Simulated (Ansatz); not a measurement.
# Run report: SiSbH$_{5}$O, phonon calculation

The run: phonon calculation of SiSbH$_{5}$O. Method and program: RKS PBE0-D4/def2-SVP (Ansatz 0.2.0).

It belongs to a series of runs on one base structure; here: vibrations at the highest image of the band.

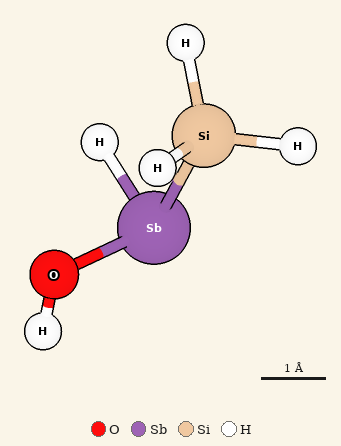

The input geometry (ball-and-stick view, seen at a tilt). Sticks mark near contacts. Bond lengths as drawn: H–O 0.96 Å, H–Sb 1.72 Å, H–Si 1.49 to 1.50 Å, O–Sb 2.01 Å and Sb–Si 2.60 Å.

Input file:
```yaml
crystal:
  periodic: [false, false, false]
  atoms:
    - { symbol: O, position_ang: [-1.750734, 0.957154, -0.544029] }
    - { symbol: Sb, position_ang: [-0.101516, 0.242557, -1.448209] }
    - { symbol: Si, position_ang: [0.772478, -0.807683, 0.761868] }
    - { symbol: H, position_ang: [-2.456287, 0.974573, -1.201317] }
    - { symbol: H, position_ang: [0.860987, 1.649802, -1.196505] }
    - { symbol: H, position_ang: [-0.373186, -0.815628, 1.71935] }
    - { symbol: H, position_ang: [1.92018, -0.044305, 1.339293] }
    - { symbol: H, position_ang: [1.220378, -2.21357, 0.513749] }
basis:
  gaussian: { orbitals: def2-SVP }
hamiltonian:
  xc: pbe0
  dispersion: d4
phonons: {}
```

Run on 1 thread of Arm Neoverse V1, 24 GiB of memory available, shared host.

Command:
```bash
ansatz run input.yaml --threads 1 --pin off --max-ram 2048MiB --backend cpu --events-out ev --progress --plain --runs-dir out
```

What the program printed:
```
Engine: ansatz 0.2.0, aarch64-unknown-linux-gnu
Functional definition: PBE0
  parameter a = 0.25
  parameter kappa = 0.804
  parameter beta = 0.06672455060314922
  exchange = (1 - a)*pbe_x(kappa = kappa, mu = beta*pi^2/3) + a*exact_x
  correlation = pbe_c(beta = beta)
956 factors; integrals over basis functions are off by at most 2.8e-4 eV
mean field evaluation 1: about -16529.1018 eV, gradient 4.9e1 eV
mean field evaluation 2: about -16499.2138 eV, gradient 1.2e2 eV
mean field evaluation 4: about -16533.6239 eV, gradient 4.0e0 eV
mean field evaluation 8: about -16533.7018 eV, gradient 4.7e-2 eV
mean field evaluation 16: about -16533.7018 eV, gradient 3.2e-5 eV
mean field -16533.70179911 eV, -607.6023341716 hartree, gradient 3.2e-5 eV, S^2 0.000000; 0 other end points of the search recorded, 0 dependent functions left out
the calculation of the forces begins
reference -16533.70182540 eV, -607.6023351377 hartree; 25, 25 occupied and 58, 58 virtual orbitals, 956 factors
these checks for a lower state are left out or cut short: stability, starts, cluster_reference, orbital_swaps, neighbouring_geometries, increment
956 factors; integrals over basis functions are off by at most 2.8e-4 eV
mean field -16533.70168579 eV, -607.6023300074 hartree, gradient 2.8e-6 eV, S^2 0.000000; 0 other end points of the search recorded, 0 dependent functions left out
[... from here on the field's lines of each further geometry are left out, up to the last ...]
the calculation of the forces begins
reference -16533.70182480 eV, -607.6023351158 hartree; 25, 25 occupied and 58, 58 virtual orbitals, 956 factors
these checks for a lower state are left out or cut short: stability, starts, cluster_reference, orbital_swaps, neighbouring_geometries, increment
956 factors; integrals over basis functions are off by at most 2.8e-4 eV
mean field -16533.70178616 eV, -607.6023336957 hartree, gradient 2.6e-6 eV, S^2 0.000000; 0 other end points of the search recorded, 0 dependent functions left out
the calculation of the forces begins
reference -16533.70181245 eV, -607.6023346619 hartree; 25, 25 occupied and 58, 58 virtual orbitals, 956 factors
WARN: phonons: modes at or below zero, which the zero-point energy, F, S and C_V leave out: 1, the lowest at -106.56 cm⁻¹. A minimum has none, and a first-order saddle one
Total energy: -16533.84531814 eV, -607.6076083989 hartree
Atom 0 at    -1.750734     0.957154    -0.544029 Å, force     0.017593    -0.000984    -0.001260 eV/Å
Atom 1 at    -0.101516     0.242557    -1.448209 Å, force     0.006310    -0.000916    -0.009795 eV/Å
Atom 2 at     0.772478    -0.807683     0.761868 Å, force    -0.006864     0.000105     0.006764 eV/Å
Atom 3 at    -2.456287     0.974573    -1.201317 Å, force    -0.014377    -0.000034     0.000801 eV/Å
Atom 4 at     0.860987     1.649802    -1.196505 Å, force    -0.004909     0.003026     0.004307 eV/Å
Atom 5 at    -0.373186    -0.815628     1.719350 Å, force     0.002721    -0.000270     0.001648 eV/Å
Atom 6 at     1.920180    -0.044305     1.339293 Å, force     0.001406     0.000177    -0.002484 eV/Å
Atom 7 at     1.220378    -2.213570     0.513749 Å, force    -0.001880    -0.001103     0.000018 eV/Å
Dipole moment:     0.033964    -0.125038    -0.324276 e Å
Vibrations: -106.56 110.92 177.31 308.04 435.07 469.56 593.20 617.20 670.63 847.13 923.81 939.49 944.98 1926.37 2218.70 2232.98 2246.98 3883.37 cm⁻¹, zero-point energy 1.211682 eV
```

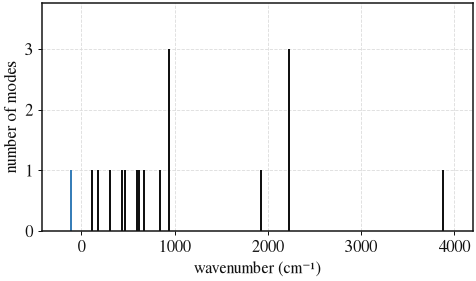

Harmonic vibrational wavenumbers from the force constants; neighbouring modes closer than 18 cm⁻¹ are counted in one stick, and imaginary ones are drawn at negative wavenumbers. 18 modes from 107i to 3883 cm⁻¹, 1 imaginary beyond 8i (107i cm⁻¹): a first-order saddle point, if the geometry is stationary.

Key numbers:

| quantity | value |
| --- | --- |
| outcome | converged |
| total energy | −16533.8453 eV |
| mean-field energy | −16533.7018 eV |
| largest force (length of the vector) | 0.018 eV/Å |
| wall time | 2 min |
| peak memory | 0.17 GiB |
